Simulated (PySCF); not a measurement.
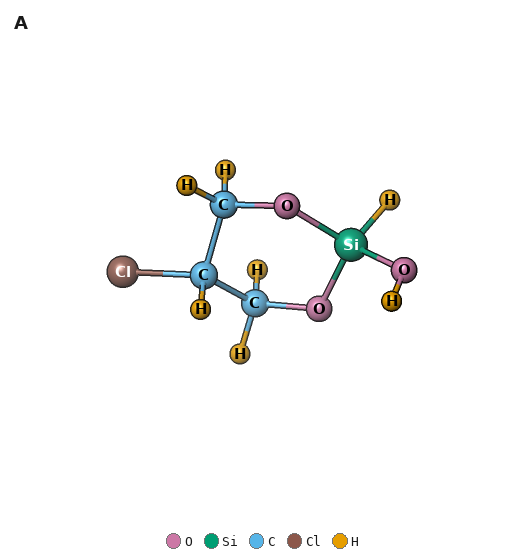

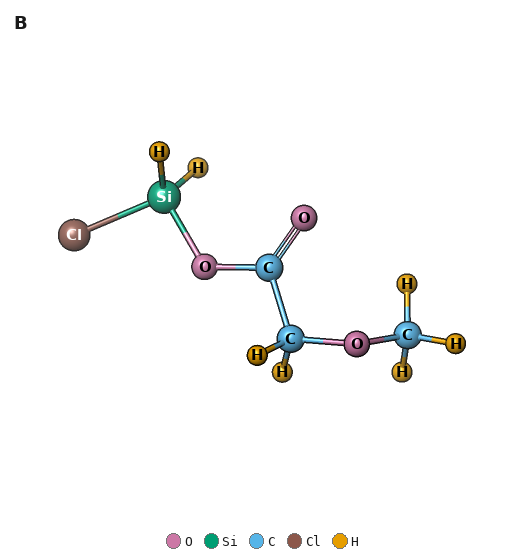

2 stationary structures of one formula. Geometries: GFN2-xTB. Electronic energies: PBE0/pcSseg-1 (PySCF 2.14.0), without zero-point energy. No frequency run is at hand to confirm each as a minimum. Each is one conformer, not always the lowest.

> Are they conformers, stereoisomers or constitutional isomers?

They are constitutional isomers of C3H7ClO3Si: A `O[Si@H]1OC[C@H](Cl)CO1`, B `COCC(=O)O[SiH2]Cl`.

> Which is lowest in energy, and by how much?

A is lowest; B lies 27.9 kcal/mol above it.

The geometry is semi-empirical. Around Si such bond lengths and angles can be off by a tenth of an ångström or more and by several degrees, and values that hang on the shape move with them.
